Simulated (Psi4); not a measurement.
# AlH2SF (SMILES [F][AlH][SH]): HSE06/def2-SVPD

Aim: the vertical singlet–triplet gap of AlH2SF at HSE06/def2-SVPD, from 2 runs. The job is set up through a Python script.

The results are computed with Psi4 1.11.

1 further run of the same task is left out (set aside as unsound or not needed).

### Step 1. Starting point

AlH2SF has 5 atoms, charge 0, and is taken as a singlet. As SMILES, `[F][AlH][SH]`. Geometry: relaxed at PBE0-D4/def2-TZVP. This is one conformer, not always the lowest.

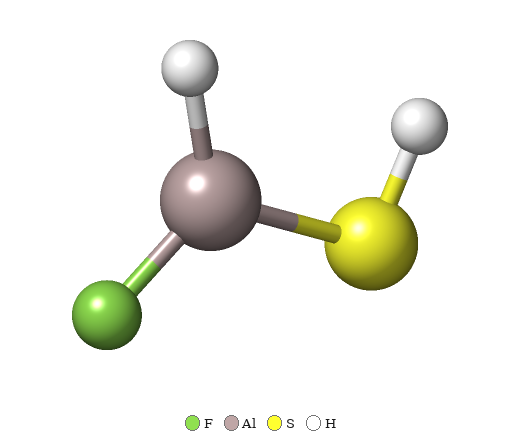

The structure, seen from a chosen angle (fluorine green, aluminium light grey, sulfur yellow, hydrogen white).

### Step 2. Energy and gradient at HSE06/def2-SVPD

Contents of alfh2s.xyz:

```xyz
5
AlFH2S
F     -1.203500    -1.535800     0.877500
Al    -0.513900    -0.309100     0.024800
S      1.536100     0.182600     0.533500
H     -1.341100     0.430400    -1.085200
H      1.572300     1.158200    -0.392100
```

Contents of alfh2s.py:

```python
import psi4

psi4.set_memory(1600000000)
psi4.set_num_threads(1)
psi4.core.set_output_file('psi4.out', False)

with open('alfh2s.xyz') as f:
    atoms = ''.join(f.readlines()[2:])
geom = psi4.geometry('0 1\n' + atoms + 'symmetry c1')

psi4.set_options({
    'puream': True,
    'e_convergence': 1e-09,
    'd_convergence': 1e-08,
    'scf_type': 'pk',
    'dft_radial_points': 99,
    'dft_spherical_points': 590,
})

e_tot, wfn = psi4.gradient('hse06/def2-SVPD', molecule=geom, return_wfn=True)
print('gradient / Eh bohr^-1')
print(e_tot.np.round(6))
print(f'energy = {wfn.energy():.10f} Eh')
for k, v in sorted(psi4.core.scalar_variables().items()):
    print(f'{k:45s} {v:18.10f}')
```

Launch:

```sh
$ python alfh2s.py
```

psi4.out:

```text
[...]
  Running in c1 symmetry.
[...]
  Nuclear repulsion =  130.763162013636162
[...]
  Multiplicity = 1
[...]
  Nalpha       = 20
  Nbeta        = 20
[...]
    Number of basis functions: 90
[...]
   @RKS iter   1:  -741.07757382656825   -3.62652e-01   6.09545e-03 DIIS/ADIIS
[...]
   @RKS iter  11:  -741.20357888642002   -3.05477e-10   2.39815e-09 DIIS
[...]
    Orbital Energies [Eh]
    ---------------------
    Doubly Occupied:
       1A    -89.012334     2A    -56.189194     3A    -24.740910
       4A     -8.003912     5A     -5.944080     6A     -5.940430
       7A     -5.937518     8A     -4.211350     9A     -2.747787
      10A     -2.743550    11A     -2.740951    12A     -1.150315
      13A     -0.741641    14A     -0.479346    15A     -0.432465
      16A     -0.421956    17A     -0.409202    18A     -0.382107
      19A     -0.317064    20A     -0.284758
[...]
  @RKS Final Energy:  -741.20357888642002
   => Energetics <=
    Nuclear Repulsion Energy =            130.7631620136361619
    One-Electron Energy =               -1287.9819630497984235
    Two-Electron Energy =                 458.4110632928973246
    DFT Exchange-Correlation Energy =     -42.3958411431551454
    Empirical Dispersion Energy =           0.0000000000000000
    VV10 Nonlocal Energy =                  0.0000000000000000
    Total Energy =                       -741.2035788864200185
[...]
 Multipole Moments:
 ------------------------------------------------------------------------------------
     Multipole            Electronic (a.u.)      Nuclear  (a.u.)        Total (a.u.)
 ------------------------------------------------------------------------------------
 L = 1.  Multiply by 2.5417464519 to convert [e a0] to [Debye]
 Dipole X            :         -1.8116213            1.8643868            0.0527655
 Dipole Y            :         -2.6665090            3.2410439            0.5745349
 Dipole Z            :          1.7049248           -2.2342122           -0.5292875
 Magnitude           :                                                    0.7829558
[...]
  -Total Gradient:
     Atom            X                  Y                   Z
    ------   -----------------  -----------------  -----------------
       1        0.007398160603     0.013235071806    -0.009225321820
       2       -0.003866781635    -0.011801281001     0.009532042267
       3       -0.002781521867     0.002348422740    -0.003595874777
       4        0.000084773885    -0.000212764378     0.000249359869
       5       -0.000777937218    -0.003519063893     0.003018622689
[...]
```

The script printed:

```text
gradient / Eh bohr^-1
[[ 7.3980e-03  1.3235e-02 -9.2250e-03]
 [-3.8670e-03 -1.1801e-02  9.5320e-03]
 [-2.7820e-03  2.3480e-03 -3.5960e-03]
 [ 8.5000e-05 -2.1300e-04  2.4900e-04]
 [-7.7800e-04 -3.5190e-03  3.0190e-03]]
energy = -741.2035788864 Eh
CURRENT ENERGY                                   -741.2035788864
CURRENT REFERENCE ENERGY                         -741.2035788864
DD SOLVATION ENERGY                                 0.0000000000
DFT FUNCTIONAL TOTAL ENERGY                      -741.2035788864
DFT TOTAL ENERGY                                 -741.2035788864
DFT VV10 ENERGY                                     0.0000000000
DFT XC ENERGY                                     -42.3958411432
GRID ELECTRONS ALPHA                               20.0000010774
GRID ELECTRONS BETA                                20.0000010774
GRID ELECTRONS TOTAL                               40.0000021547
NUCLEAR REPULSION ENERGY                          130.7631620136
ONE-ELECTRON ENERGY                             -1287.9819630498
PCM POLARIZATION ENERGY                             0.0000000000
PE ENERGY                                           0.0000000000
SCF ITERATION ENERGY                             -741.2035788864
SCF ITERATIONS                                     11.0000000000
SCF TOTAL ENERGY                                 -741.2035788864
TWO-ELECTRON ENERGY                               458.4110632929
XC GRID RADIAL POINTS                              99.0000000000
XC GRID SPHERICAL POINTS                          590.0000000000
XC GRID TOTAL POINTS                           282090.0000000000
```

Wall time 18 s (1 thread of AMD EPYC 9R45 (Zen 5), shared host); peak memory 1 GiB.

### Step 3. The triplet: a single-point energy at UHSE06/def2-SVPD

Contents of job.py:

```python
import psi4

psi4.set_memory('1600 MB')
psi4.set_num_threads(1)
psi4.core.set_output_file('psi4.out', False)

mol = psi4.geometry("""
0 3
F     -1.203500    -1.535800     0.877500
Al    -0.513900    -0.309100     0.024800
S      1.536100     0.182600     0.533500
H     -1.341100     0.430400    -1.085200
H      1.572300     1.158200    -0.392100
symmetry c1
no_reorient
no_com
""")

psi4.set_options({
    'basis': 'def2-SVPD',
    'reference': 'uks',
    'puream': True,
    'e_convergence': 1e-09,
    'd_convergence': 1e-08,
    'scf_type': 'pk',
    'dft_radial_points': 99,
    'dft_spherical_points': 590,
    'maxiter': 200,
})

E, wfn = psi4.energy("hse06", molecule=mol, return_wfn=True)
print(f'hse06 energy: {E:.10f} Eh')
```

Launch:

```sh
$ python job.py
```

psi4.out:

```text
[...]
  Running in c1 symmetry.
[...]
  Nuclear repulsion =  130.763162013636190
[...]
  Multiplicity = 3
[...]
  Nalpha       = 21
  Nbeta        = 19
[...]
    Number of basis functions: 90
[...]
   @UKS iter   1:  -740.87401306433060   -1.59091e-01   5.80136e-03 ADIIS/DIIS
[...]
   @UKS iter  17:  -740.99890630875393   -1.45292e-10   8.23473e-09 DIIS
[...]
   @S^2 Observed:                2.012031315E+00
[...]
    Orbital Energies [Eh]
    ---------------------
    Alpha Occupied:
       1A    -89.144079     2A    -56.135504     3A    -24.707242
       4A     -8.134031     5A     -6.081429     6A     -6.070265
       7A     -6.064714     8A     -4.163510     9A     -2.698240
      10A     -2.697564    11A     -2.693720    12A     -1.117999
      13A     -0.862678    14A     -0.520410    15A     -0.461904
      16A     -0.431076    17A     -0.419878    18A     -0.392001
      19A     -0.389071    20A     -0.313246    21A     -0.099908
    Alpha Virtual:
      22A     -0.069119    23A     -0.053529    24A     -0.001847
      25A      0.017348    26A      0.022147    27A      0.022609
[...]
  @UKS Final Energy:  -740.99890630875393
   => Energetics <=
    Nuclear Repulsion Energy =            130.7631620136361903
    One-Electron Energy =               -1286.7578013304857905
    Two-Electron Energy =                 457.3556351890925953
    DFT Exchange-Correlation Energy =     -42.3599021809968690
    Empirical Dispersion Energy =           0.0000000000000000
    VV10 Nonlocal Energy =                  0.0000000000000000
    Total Energy =                       -740.9989063087538170
[...]
 Multipole Moments:
 ------------------------------------------------------------------------------------
     Multipole            Electronic (a.u.)      Nuclear  (a.u.)        Total (a.u.)
 ------------------------------------------------------------------------------------
 L = 1.  Multiply by 2.5417464519 to convert [e a0] to [Debye]
 Dipole X            :        -11.7037206           13.7885756            2.0848550
 Dipole Y            :         26.1506215          -25.1906162            0.9600053
 Dipole Z            :        -28.7995164           28.8723696            0.0728532
 Magnitude           :                                                    2.2964186
[...]
```

On the terminal:

```text
hse06 energy: -740.9989063088 Eh
```

Run time: 27 s. Hardware: 1 thread of AMD EPYC 9R45 (Zen 5), shared host; peak memory 1 GiB.

### Step 4. Results

At HSE06/def2-SVPD:

```
                                        quantity          value
                           singlet: total energy  -741.20358 Eh
                          singlet: dipole moment         1.99 D
                            singlet: HOMO energy       -7.75 eV
                            singlet: LUMO energy       -1.43 eV
                          singlet: HOMO–LUMO gap        6.32 eV
               singlet: largest force on an atom     0.913 eV/Å
                           triplet: total energy  -740.99891 Eh
                          triplet: dipole moment         5.84 D
     triplet: HOMO energy (highest over α and β)       -2.72 eV
                                   triplet: ⟨S²⟩          2.012
vertical energy of the triplet above the singlet       5.569 eV
```

In words: At this shape the triplet lies 5.57 eV (537 kJ/mol) above the singlet. The largest force (singlet) is 0.91 eV/Å: the shape isn't a stationary point for this species at this level.
